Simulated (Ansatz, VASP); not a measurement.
# KBr: VASP beside Ansatz, part 2 of 2

One calculation is typed for both programs; each brings its own data sets. How far apart do they land? The cell is taken from a series of VASP runs on this material, whose earlier steps may have relaxed, scaled or displaced it; both programs get it as it stands. Valence electrons are named where the data sets of a main pair hold unlike numbers.

VASP 6.6.1 and Ansatz 0.2.0.

So far. Step 2 (VASP: band structure, LDA): The run ends at a pressure of -1.57 GPa.

## (5) VASP: band structure, PBE

Level of this step: PBE; plane waves and PAW (Br, K_sv) (VASP).

The same path points are solved in both programs, so levels can be compared one by one.

The input, INCAR:

```
SYSTEM = KBr
PREC = Accurate
ENCUT = 350
EDIFF = 1E-06
NELM = 100
ISMEAR = 0
SIGMA = 0.03
LREAL = .FALSE.
ALGO = Normal
GGA = PE
NBANDS = 20
LORBIT = 11
LWAVE = .FALSE.
LCHARG = .FALSE.
KPAR = 4
LASPH = .TRUE.
```

The input, POSCAR:

```
KBr
1.0
    0.0000000000      3.2923500000      3.2923500000
    3.2923500000      0.0000000000      3.2923500000
    3.2923500000      3.2923500000      0.0000000000
Br K
1 1
Direct
    0.5000000000      0.5000000000      0.5000000000
    0.0000000000      0.0000000000      0.0000000000
```

The input, KPOINTS:

```
Automatic mesh
0
Gamma
6 6 6
0 0 0
```

The input, KPOINTS_OPT:

```
Line mode
10
Line-mode
Reciprocal
  0.00000000   0.00000000   0.00000000 GAMMA
  0.50000000   0.00000000   0.50000000 X

  0.50000000   0.00000000   0.50000000 X
  0.50000000   0.25000000   0.75000000 W

  0.50000000   0.25000000   0.75000000 W
  0.37500000   0.37500000   0.75000000 K

  0.37500000   0.37500000   0.75000000 K
  0.00000000   0.00000000   0.00000000 GAMMA

  0.00000000   0.00000000   0.00000000 GAMMA
  0.50000000   0.50000000   0.50000000 L

  0.50000000   0.50000000   0.50000000 L
  0.62500000   0.25000000   0.62500000 U

  0.62500000   0.25000000   0.62500000 U
  0.50000000   0.25000000   0.75000000 W

  0.50000000   0.25000000   0.75000000 W
  0.50000000   0.50000000   0.50000000 L

  0.50000000   0.50000000   0.50000000 L
  0.37500000   0.37500000   0.75000000 K

  0.62500000   0.25000000   0.62500000 U
  0.50000000   0.00000000   0.50000000 X
```

PAW data sets: Br and K_sv (PBE family, release 64).

On the command line:

```bash
$ mpirun -np 4 vasp_std
```

Numbers of over 12 decimals in the logs are rounded to 6 here.

What it wrote:

```text
[banner, memory and clock lines left out]
running    4 mpi-ranks, on    1 nodes
[...]
LDA part: xc-table for (Slater+PW92), standard interpolation
 POSCAR, INCAR and KPOINTS ok, starting setup
[...]
entering main loop
       N       E                     dE             d eps       ncg     rms          rms(c)
DAV:   1     0.785209797949E+02    0.78521E+02   -0.52877E+03   640   0.521E+02
DAV:   2    -0.206819620312E+01   -0.80589E+02   -0.75949E+02   844   0.164E+02
DAV:   3    -0.621014379394E+01   -0.41419E+01   -0.41214E+01   816   0.317E+01
DAV:   4    -0.638193418697E+01   -0.17179E+00   -0.17164E+00   968   0.543E+00
[...]
DAV:  11    -0.621172496956E+01   -0.28880E-04   -0.33306E-05   736   0.268E-02    0.683E-03
DAV:  12    -0.621172619956E+01   -0.12300E-05   -0.23061E-06   724   0.752E-03    0.589E-04
DAV:  13    -0.621172624598E+01   -0.46426E-07   -0.36452E-08   568   0.977E-04
   1 F= -.62117262E+01 E0= -.62117262E+01  d E =-.325266E-12
 Start KPOINTS_OPT (optional k-point list driver)
k-point batch [1-16\100]
       N       E                     dE             ncg
DAV:   1    -0.150100124519E+04   -0.61147E+04      640
DAV:   2    -0.276755315895E+04   -0.12666E+04      820
DAV:   3    -0.283305773975E+04   -0.65505E+02      820
DAV:   4    -0.283565179417E+04   -0.25941E+01      964
DAV:   5    -0.283567061607E+04   -0.18822E-01      788
DAV:   6    -0.283567106588E+04   -0.44982E-03      952
DAV:   7    -0.283567106777E+04   -0.18818E-05      748
DAV:   8    -0.283567106779E+04   -0.26887E-07      532
[...]
k-point batch [97-100\100]
       N       E                     dE             ncg
DAV:   1     0.421658480853E+04   -0.20488E+04      160
DAV:   2     0.389638793076E+04   -0.32020E+03      212
DAV:   3     0.388105760868E+04   -0.15330E+02      200
DAV:   4     0.388063336793E+04   -0.42424E+00      236
DAV:   5     0.388063043086E+04   -0.29371E-02      184
DAV:   6     0.388063036864E+04   -0.62221E-04      232
DAV:   7     0.388063036840E+04   -0.24266E-06      180
```

From OUTCAR (step 5):

```text
  Total        0.3610670      0.3610670      0.3610670     -0.0000000      0.0000000      0.0000000
  in kB        8.1049502      8.1049502      8.1049502     -0.0000000      0.0000000      0.0000000
  external PRESSURE =       8.1049502 kB  Pullay stress =       0.0000000 kB

 POSITION                                       TOTAL-FORCE (eV/Angst)
 -----------------------------------------------------------------------------------
      3.29235      3.29235      3.29235        -0.000000      0.000000     -0.000000
      0.00000      0.00000      0.00000         0.000000     -0.000000      0.000000
 -----------------------------------------------------------------------------------
    total drift:                                0.000000      0.000000      0.000000

  FREE ENERGIE OF THE ION-ELECTRON SYSTEM (eV)
  ---------------------------------------------------
  free  energy   TOTEN  =        -6.2117262460 eV

  energy  without entropy=       -6.2117262460  energy(sigma->0) =       -6.21172625

[... 2 parts as in an earlier step ...]

[... 1 further part left out ...]
[key lines of the parts left out:]
E-fermi :  -1.5763
```

The run ends at a pressure of 0.81 GPa.

## (6) Ansatz: band structure, PBE

The same cell, functional, mesh and smearing now go to Ansatz, which takes its cutoff from its data sets.

The cell is taken from a series of VASP runs on this material, whose earlier steps may have relaxed, scaled or displaced it; both programs get it as it stands.

The input, input.yaml:

```yaml
crystal:
  lattice:
    - [0.0, 3.29235, 3.29235]
    - [3.29235, 0.0, 3.29235]
    - [3.29235, 3.29235, 0.0]
  atoms:
    - { symbol: Br, position: [0.5, 0.5, 0.5] }
    - { symbol: K, position: [0.0, 0.0, 0.0] }
hamiltonian:
  xc: pbe
  pseudopotentials: { kind: paw }
kpoints:
  mp_grid: { grid: [6, 6, 6] }
  band_path:
    path:
      - [0.0, 0.0, 0.0]
      - [0.16667, 0.0, 0.16667]
      - [0.33333, 0.0, 0.33333]
      - [0.5, 0.0, 0.5]
      - [0.5, 0.08333, 0.58333]
      - [0.5, 0.19444, 0.69444]
      - [0.5, 0.25, 0.75]
      - [0.45833, 0.29167, 0.75]
      - [0.40278, 0.34722, 0.75]
      - [0.375, 0.375, 0.75]
      - [0.20833, 0.20833, 0.41667]
      - [0.08333, 0.08333, 0.16667]
      - [0.0, 0.0, 0.0]
      - [0.22222, 0.22222, 0.22222]
      - [0.38889, 0.38889, 0.38889]
      - [0.51389, 0.47222, 0.51389]
      - [0.55556, 0.38889, 0.55556]
      - [0.61111, 0.27778, 0.61111]
      - [0.61111, 0.25, 0.63889]
      - [0.56944, 0.25, 0.68056]
      - [0.51389, 0.25, 0.73611]
      - [0.5, 0.27778, 0.72222]
      - [0.5, 0.38889, 0.61111]
      - [0.5, 0.47222, 0.52778]
      - [0.48611, 0.48611, 0.52778]
      - [0.43056, 0.43056, 0.63889]
      - [0.38889, 0.38889, 0.72222]
      - [0.59722, 0.19444, 0.59722]
      - [0.55556, 0.11111, 0.55556]
      - [0.5, 0.0, 0.5]
    npoints: 1
scf:
  occupations: { method: gaussian, width: 0.03 }
  n_extra_bands: 7
output:
  forces: true
  stress: true
  eigenvalues: true
```

On the command line:

```bash
$ ansatz run input.yaml --threads 2 --pin off --max-ram 4608MiB --backend cpu --events-out ev --progress --plain --runs-dir out
```

What it wrote:

```text
[...]
Crystal: 2 atoms, lattice volume = 71.375 Å³
Basis set: ecut = 420 eV, 1411 PW (Γ), exchange–correlation on 64×64×64 points (8 copies of the dense FFT grid, shifted against one another)
Bands: 15, of which v1, the nominal top of the filled ones, is band 8 counted from 1 (7 counted from 0)
Symmetry: 48 space group operations
[...]
k-points: 16 of 216
[...]
k-point 0: bands = [... 4 lower, -10.1227, 1.1164, 1.1164, 1.1164, 5.5707, 8.7223, 8.7223, 8.7223, ... 3 higher]
  k-point 1: bands = [... 4 lower, -10.0533, 0.7467, 1.0262, 1.0262, 6.2310, 8.5840, 9.0473, 9.0473, ... 3 higher]
  k-point 2: bands = [... 4 lower, -9.9283, 0.1675, 0.8569, 0.8569, 7.3365, 8.8514, 9.9151, 9.9151, ... 3 higher]
  k-point 15: bands = [... 4 lower, -10.0570, 0.4031, 0.6342, 0.6643, 7.7121, 9.0697, 9.4273, 10.3727, ... 3 higher]
[key lines of the parts left out:]
SCF converged after 6 iterations
Free energy (F): -4324.494116 eV
Fermi energy:    3.343700 eV
P = ⅓ Tr σ = 0.8368 GPa (8.368 kbar)
```

Elapsed: 2 s, on 2 threads of Arm Neoverse N1, shared host; peak memory 0.29 GiB.

## (7) Side by side

Compared:

```csv
quantity,Ansatz,VASP,difference
pressure (GPa),0.84,0.81,+0.03
gap over the path points (eV),4.454,4.453,+0.001
```

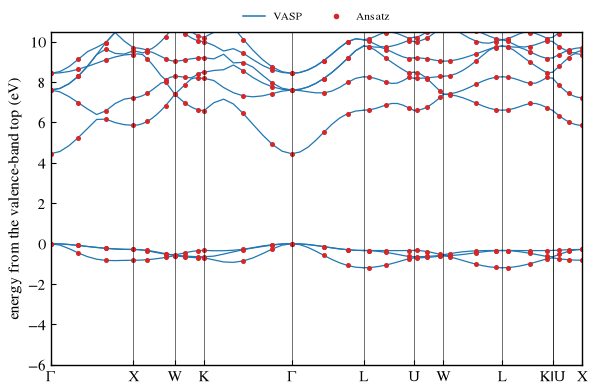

Bands from VASP (lines) and levels from Ansatz (dots). Dots without a line are higher empty bands that the VASP plot leaves out.

Levels at points of the path, from each program's valence-band top (eV; 3 filled, then empty):

```csv
k (reciprocal lattice),Ansatz,VASP
0.000 0.000 0.000,0.00 0.00 0.00 4.45 7.61 7.61,0.00 0.00 0.00 4.45 7.61 7.61
0.167 0.000 0.167,-0.46 -0.09 -0.09 5.26 6.98 8.29,-0.46 -0.09 -0.09 5.25 6.98 8.29
0.333 0.000 0.333,-0.83 -0.23 -0.23 6.17 6.58 9.09,-0.83 -0.23 -0.23 6.16 6.58 9.10
0.500 0.000 0.500,-0.82 -0.29 -0.29 5.86 7.23 9.36,-0.82 -0.29 -0.29 5.86 7.22 9.38
0.500 0.083 0.583,-0.79 -0.35 -0.33 6.05 7.45 9.15,-0.79 -0.35 -0.34 6.05 7.45 9.15
0.500 0.194 0.694,-0.68 -0.52 -0.50 6.84 8.00 8.12,-0.68 -0.52 -0.50 6.84 8.01 8.11
0.500 0.250 0.750,-0.59 -0.59 -0.54 7.39 7.39 8.29,-0.59 -0.59 -0.54 7.39 7.39 8.29
0.458 0.292 0.750,-0.65 -0.61 -0.46 6.98 7.85 8.24,-0.65 -0.61 -0.46 6.98 7.85 8.24
0.403 0.347 0.750,-0.69 -0.64 -0.35 6.64 8.20 8.39,-0.70 -0.64 -0.35 6.64 8.19 8.39
0.375 0.375 0.750,-0.70 -0.65 -0.34 6.59 8.19 8.48,-0.70 -0.65 -0.34 6.59 8.19 8.49
```

Among the levels compared at these points, filled levels agree within 1 meV and empty ones within 25 meV. Ansatz's pressure holds a Pulay correction of 0.01 GPa; VASP's holds none.

## (8) Ansatz: dielectric response, LDA

The response to a field tests empty states and converges slowly with the mesh.

The cell is taken from a series of VASP runs on this material, whose earlier steps may have relaxed, scaled or displaced it; both programs get it as it stands.

The input, input.yaml:

```yaml
crystal:
  lattice:
    - [0.0, 3.29235, 3.29235]
    - [3.29235, 0.0, 3.29235]
    - [3.29235, 3.29235, 0.0]
  atoms:
    - { symbol: Br, position: [0.5, 0.5, 0.5] }
    - { symbol: K, position: [0.0, 0.0, 0.0] }
hamiltonian:
  xc: lda
  pseudopotentials: { kind: paw }
kpoints:
  mp_grid: { grid: [8, 8, 8] }
scf:
  occupations: { method: fixed }
dielectric:
  method: response
```

What it wrote:

```text
[...]
Crystal: 2 atoms, lattice volume = 71.375 Å³
Basis set: ecut = 420 eV, 1411 PW (Γ), exchange–correlation on 64×64×64 points (8 copies of the dense FFT grid, shifted against one another)
Bands: 12, of which v1, the nominal top of the filled ones, is band 8 counted from 1 (7 counted from 0)
Symmetry: 48 space group operations
k-points: 59 of 512 (irreducible under 8 space group operations, time reversal used)
[...]
Born effective charges Z* (e; rows j = field, columns β = displacement):
    site 0:
        -1.12381    0.00000    0.00000
         0.00000   -1.12381    0.00000
         0.00000    0.00000   -1.12381
    site 1:
         1.12381   -0.00000    0.00000
        -0.00000    1.12381   -0.00000
        -0.00000   -0.00000    1.12381
  Z* charge neutrality: 3.536e-5 e pre-enforcement
  k-mesh period / interband length: 37.2 Å / 1.50 Å = 24.80 at k = (0.0000, 0.0000, 0.0000), direct gap 4.048 eV — 14 or more, which is no proof of convergence
[key lines of the parts left out:]
SCF converged after 8 iterations
Free energy (F): -4193.601841 eV
Fermi energy:    0.834384 eV
```

Run time: 13 s. Hardware: 2 threads; peak memory 0.4 GiB.

## (9) VASP: dielectric response, LDA

The same cell, functional (in two slightly different forms) and mesh now go to VASP, with its own data sets.

The input, INCAR:

```
SYSTEM = KBr
PREC = Accurate
ENCUT = 350
EDIFF = 1E-08
NELM = 100
ISMEAR = 0
SIGMA = 0.01
LREAL = .FALSE.
ALGO = Normal
GGA = CA
NBANDS = 14
LORBIT = 11
LWAVE = .FALSE.
LCHARG = .FALSE.
KPAR = 4
LEPSILON = .TRUE.
LPEAD = .TRUE.
```

POSCAR is that of step 5.

The input, KPOINTS:

```
Automatic mesh
0
Gamma
8 8 8
0 0 0
```

The projector-augmented-wave data sets are Br and K_sv (LDA family, release 64).

On the command line:

```bash
$ mpirun -np 4 vasp_std
```

What it wrote:

```text
[... set-up lines as in an earlier step ...]
 entering main loop
       N       E                     dE             d eps       ncg     rms          rms(c)
DAV:   1     0.782251650197E+02    0.78225E+02   -0.55140E+03   812   0.741E+02
DAV:   2    -0.230625083311E+01   -0.80531E+02   -0.75256E+02  1082   0.214E+02
DAV:   3    -0.682527016101E+01   -0.45190E+01   -0.45024E+01  1096   0.445E+01
DAV:   4    -0.698907826252E+01   -0.16381E+00   -0.16376E+00  1238   0.827E+00
[...]
DAV:  12    -0.680209290287E+01   -0.36389E-06   -0.36707E-07   940   0.534E-03    0.106E-03
DAV:  13    -0.680209293232E+01   -0.29449E-07   -0.20058E-08  1108   0.835E-04    0.457E-04
DAV:  14    -0.680209293557E+01   -0.32583E-08   -0.43819E-09   658   0.645E-04
   1 F= -.68020929E+01 E0= -.68020929E+01  d E =-.158764-103
 Linear response reoptimize wavefunctions to high precision
DAV:   1    -0.680209293577E+01   -0.20054E-09   -0.91137E-10   742   0.248E-04
DAV:   2    -0.680209293574E+01    0.32287E-10   -0.11498E-10   532   0.802E-05
 Linear response to external field (no local field effect), progress :
[...]
RMM:  17    -0.357241121676E+00    0.25374E-07    0.18419E-07  1942   0.449E-05    0.134E-05
RMM:  18    -0.357241082047E+00    0.39628E-07    0.91397E-08  1809   0.441E-05    0.587E-06
 change of polarisation eV/A/(eV/A) component  2 :     0.052     0.645    -0.018
 dielectric tensor                  component  2 :     0.132     2.635    -0.045
 Linear response to external field, progress :
  Direction:   3
       N       E                     dE             d eps       ncg     rms          rms(c)
RMM:   1    -0.367687019709E+00   -0.36769E+00   -0.83303E-01  1664   0.338E+00
RMM:   2    -0.383774223562E+00   -0.16087E-01   -0.42695E-02  1886   0.859E-01    0.139E+00
RMM:   3    -0.339512857852E+00    0.44261E-01   -0.76514E-02  2578   0.127E+00    0.645E-01
RMM:   4    -0.345756361904E+00   -0.62435E-02   -0.49790E-02  3448   0.963E-01    0.168E-01
[...]
RMM:  16    -0.357243695746E+00   -0.10157E-06    0.62391E-08  2435   0.660E-05    0.136E-05
RMM:  17    -0.357243682518E+00    0.13228E-07    0.15680E-07  2000   0.473E-05    0.133E-05
RMM:  18    -0.357243667104E+00    0.15414E-07    0.62165E-08  1691   0.417E-05    0.684E-06
 change of polarisation eV/A/(eV/A) component  3 :    -0.001     0.028     0.645
 dielectric tensor                  component  3 :    -0.002     0.070     2.635
 Born effective charges drift removed
```

OUTCAR, selected parts (step 9):

```text
  Total       -0.7000551     -0.7000551     -0.7000551      0.0000000     -0.0000000      0.0000000
  in kB      -15.7142931    -15.7142931    -15.7142931      0.0000000     -0.0000000      0.0000000
  external PRESSURE =     -15.7142931 kB  Pullay stress =       0.0000000 kB

 POSITION                                       TOTAL-FORCE (eV/Angst)
 -----------------------------------------------------------------------------------
      3.29235      3.29235      3.29235         0.000000     -0.000000     -0.000000
      0.00000      0.00000      0.00000        -0.000000      0.000000      0.000000
 -----------------------------------------------------------------------------------
    total drift:                                0.000000      0.000000      0.000000

 MACROSCOPIC STATIC DIELECTRIC TENSOR (including local field effects in DFT)
 ------------------------------------------------------
           2.635155    -0.000000     0.000000
          -0.000000     2.635155     0.000000
           0.000000    -0.000000     2.635155
 ------------------------------------------------------

[... 1 part as in an earlier step ...]

[... 1 further part left out ...]
```

## (10) Differences

Both answers:

```csv
quantity,Ansatz,VASP,difference
ε∞ xx,2.63,2.64,-0.05 %
ε∞ yy,2.63,2.64,-0.05 %
ε∞ zz,2.63,2.64,-0.05 %
Born charge of Br1 (mean of the diagonal) (e),-1.12,-1.12,0.00
Born charge of K2 (mean of the diagonal) (e),1.12,1.12,0.00
```

## (11) Results

```json
{
 "largest difference of a filled level at the path points (band structure, LDA)": "2.4 meV",
 "largest difference of a filled level at the path points (band structure, PBE)": "1.2 meV",
 "difference in ε∞ xx (dielectric response, LDA)": "-0.052 %"
}
```

In words: The largest difference of a filled level at the path points is 2.4 meV (band structure, LDA), within the 80 meV picked in this series as the mark of a large difference. 3 further runs of this series are not shown here. Such differences can come from data sets, numerical settings and the points named under the comparisons, not from the functional's error against experiment.

[Lines on the potential files, build, host, timing and source positions are cut from VASP's logs without a mark.]

[Logs are printed without paths, hosts, clocks, repeated set-up lines and the standing remarks that a program may print on its own settings, such as how far it seeks lower states.]

[Hosts, paths, dates, database ids (printed as entryN), source tags and the programs' standing remarks are cut or masked in the printed files.]
